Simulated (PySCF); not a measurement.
## Two runs on C$_{3}$H$_{7}$FOSi

System: C$_{3}$H$_{7}$FOSi.
Method of run 1: GIAO PBE0/6-311+G(2d,p) NMR shielding, non-relativistic, gas phase (PySCF 2.14.0).

The geometry comes from this level: PBE0-D3(BJ)/def2-SVP. Text and figures count atoms from 1; the logs count them from 0 in places.

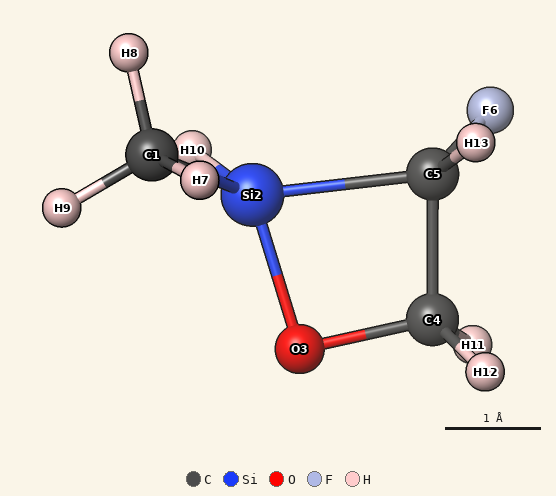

The structure as given in the input (ball-and-stick view, seen at a tilt; atoms are numbered from 1 in the order of the input). Bond lengths as drawn: C–C 1.54 Å, C–F 1.37 Å, C–H 1.10 Å, C–O 1.43 Å, C–Si 1.86 to 1.91 Å, H–Si 1.49 Å and O–Si 1.70 Å.

**Input file, run 1**
```
{"job": {"kind": "nmr", "xc": "PBE0", "basis": "6-311+G(2d,p)", "pop": true}, "charge": 0, "multiplicity": 1}
C      1.941078     0.203815     1.093671
Si     0.711739    -0.580670    -0.062511
O      0.239339     0.430527    -1.342389
C     -1.161330     0.335567    -1.054401
C     -1.166815    -0.462482     0.265154
F     -1.911586    -1.616140     0.212144
H      1.563936     1.161125     1.483015
H      2.166430    -0.461328     1.941851
H      2.885188     0.399651     0.560322
H      1.172213    -1.934159    -0.492773
H     -1.701429    -0.232271    -1.832705
H     -1.603087     1.344226    -0.983266
H     -1.501684     0.132878     1.131242
```

The first line tells a small driver script what to run in PySCF; the rest is the geometry in Å.

Launched with:
```bash
OMP_NUM_THREADS=1 python <driver script> task.json out
```

Hardware: 1 CPU thread, shared host.

**Output (run 1)**
```
coarse grid: 11400 points
cycle   1  E = -582.6302872413  dE =  6.505e-01  |g| = 8.225e-01  |ddm| = 2.978e+00
cycle   2  E = -582.4105274666  dE =  2.198e-01  |g| = 1.371e+00  |ddm| = 1.802e+00
cycle   3  E = -582.7481295963  dE = -3.376e-01  |g| = 1.415e-01  |ddm| = 1.367e+00
cycle   4  E = -582.7515275753  dE = -3.398e-03  |g| = 5.980e-02  |ddm| = 1.394e-01
cycle   5  E = -582.7521702115  dE = -6.426e-04  |g| = 1.396e-02  |ddm| = 4.346e-02
cycle   6  E = -582.7521960901  dE = -2.588e-05  |g| = 5.158e-03  |ddm| = 1.016e-02
cycle   7  E = -582.7522012535  dE = -5.163e-06  |g| = 3.605e-04  |ddm| = 3.686e-03
final grid: 105968 points
cycle   8  E = -582.7629080377  dE = -4.251e-05  |g| = 1.050e-02  |ddm| = 4.049e-02
cycle   9  E = -582.7628798274  dE =  2.821e-05  |g| = 1.625e-02  |ddm| = 1.646e-02
cycle  10  E = -582.7629286670  dE = -4.884e-05  |g| = 1.633e-03  |ddm| = 1.124e-02
cycle  11  E = -582.7629291877  dE = -5.207e-07  |g| = 2.755e-04  |ddm| = 1.368e-03
cycle  12  E = -582.7629292025  dE = -1.479e-08  |g| = 1.104e-04  |ddm| = 2.819e-04
cycle  13  E = -582.7629292042  dE = -1.723e-09  |g| = 3.297e-05  |ddm| = 7.826e-05
cycle  14  E = -582.7629292044  dE = -1.760e-10  |g| = 4.159e-06  |ddm| = 2.804e-05
converged SCF energy = -582.7629292044

GIAO shielding tensors (ppm)
atom      isotropic    diamagn.    paramagn.     s11        s22        s33       span
  0 C      185.412     245.693     -60.281    174.463    188.453    193.320     18.857
  1 Si     302.107     876.890    -574.783    241.778    296.169    368.372    126.594
  2 O      284.974     379.872     -94.898    244.146    272.122    338.655     94.510
  3 C      109.451     239.855    -130.403     80.218     97.318    150.818     70.600
  4 C       95.017     249.152    -154.135     53.607     88.445    142.999     89.392
  5 F      411.757     461.710     -49.952    362.333    385.850    487.090    124.757
  6 H       30.951      29.652       1.300     27.292     29.160     36.402      9.110
  7 H       31.333      28.642       2.691     28.023     28.129     37.846      9.823
  8 H       30.904      28.596       2.308     27.456     28.224     37.032      9.576
  9 H       25.409      27.931      -2.521     22.767     24.459     29.001      6.234
 10 H       26.849      29.696      -2.847     23.955     25.932     30.660      6.705
 11 H       26.682      30.361      -3.679     23.275     25.836     30.937      7.662
 12 H       26.260      31.373      -5.113     23.348     25.513     29.919      6.571
```

For run 2 the input was changed thus:
```diff
-"basis": "6-311+G(2d,p)"
+"basis": "6-31G*"
```

What does this change do to the results?

The total energy of run 2 is 83.0 kcal/mol higher, which measures the change of basis and not a stability. The HOMO goes from −7.85 to −7.54 eV. The LUMO goes from −0.18 to 0.46 eV. The dipole moment goes from 2.07 to 1.99 D. Of all shieldings, the largest change is that of Si2, by +63.1 ppm. Diffuse functions give room to the loosely bound empty orbitals, which lowers the LUMO. The number of SCF iterations is the same. The basis functions go from 212 to 102.

**Output (run 2)**
```
coarse grid: 11400 points
cycle   1  E = -582.5490096578  dE =  6.641e-01  |g| = 8.040e-01  |ddm| = 3.208e+00
cycle   2  E = -582.3685063521  dE =  1.805e-01  |g| = 1.266e+00  |ddm| = 1.772e+00
cycle   3  E = -582.6706117591  dE = -3.021e-01  |g| = 1.279e-01  |ddm| = 1.200e+00
cycle   4  E = -582.6737790711  dE = -3.167e-03  |g| = 4.431e-02  |ddm| = 1.387e-01
cycle   5  E = -582.6741606992  dE = -3.816e-04  |g| = 1.043e-02  |ddm| = 3.896e-02
cycle   6  E = -582.6741800661  dE = -1.937e-05  |g| = 3.503e-03  |ddm| = 1.062e-02
cycle   7  E = -582.6741827290  dE = -2.663e-06  |g| = 2.882e-04  |ddm| = 2.945e-03
final grid: 105968 points
cycle   8  E = -582.6305998614  dE = -1.206e-05  |g| = 1.019e-02  |ddm| = 1.594e-02
cycle   9  E = -582.6305759501  dE =  2.391e-05  |g| = 1.521e-02  |ddm| = 1.840e-02
cycle  10  E = -582.6306218537  dE = -4.590e-05  |g| = 1.314e-03  |ddm| = 1.118e-02
cycle  11  E = -582.6306222316  dE = -3.779e-07  |g| = 1.689e-04  |ddm| = 1.231e-03
cycle  12  E = -582.6306222359  dE = -4.218e-09  |g| = 9.616e-05  |ddm| = 2.265e-04
cycle  13  E = -582.6306222374  dE = -1.508e-09  |g| = 1.752e-05  |ddm| = 7.826e-05
cycle  14  E = -582.6306222374  dE = -6.480e-11  |g| = 4.088e-06  |ddm| = 1.867e-05
converged SCF energy = -582.6306222374

GIAO shielding tensors (ppm)
atom      isotropic    diamagn.    paramagn.     s11        s22        s33       span
  0 C      192.747     252.250     -59.502    182.474    195.473    200.295     17.822
  1 Si     365.203     880.753    -515.550    310.370    354.195    431.044    120.674
  2 O      299.523     392.595     -93.073    263.674    284.636    350.259     86.585
  3 C      120.320     246.752    -126.432     91.295    110.080    159.584     68.288
  4 C      107.263     247.411    -140.149     69.686    101.572    150.530     80.844
  5 F      421.636     467.924     -46.288    378.293    395.769    490.845    112.552
  6 H       31.505      30.158       1.347     27.349     29.781     37.384     10.034
  7 H       31.893      28.781       3.112     28.270     28.819     38.590     10.320
  8 H       31.420      28.635       2.785     27.656     28.873     37.731     10.075
  9 H       25.883      29.238      -3.354     22.976     24.817     29.857      6.881
 10 H       27.147      28.904      -1.757     23.829     26.372     31.240      7.411
 11 H       27.098      29.057      -1.960     23.378     26.254     31.661      8.282
 12 H       26.766      29.349      -2.583     23.434     26.593     30.271      6.837
```

**The two runs side by side**

```tsv
quantity	run 1	run 2
outcome	converged	converged
total energy (hartree)	−582.762929	−582.630622
HOMO (eV)	−7.85	−7.54
LUMO (eV)	−0.18	0.46
dipole moment (D)	2.07	1.99
shielding of C1 (ppm)	185.4	192.7
shielding of Si2 (ppm)	302.1	365.2
shielding of O3 (ppm)	285.0	299.5
shielding of C4 (ppm)	109.5	120.3
shielding of C5 (ppm)	95.0	107.3
shielding of F6 (ppm)	411.8	421.6
shielding of H8 (ppm)	31.3	31.9
SCF iterations	14	14
basis functions	212	102
wall time (shared host)	30 s	11 s
```
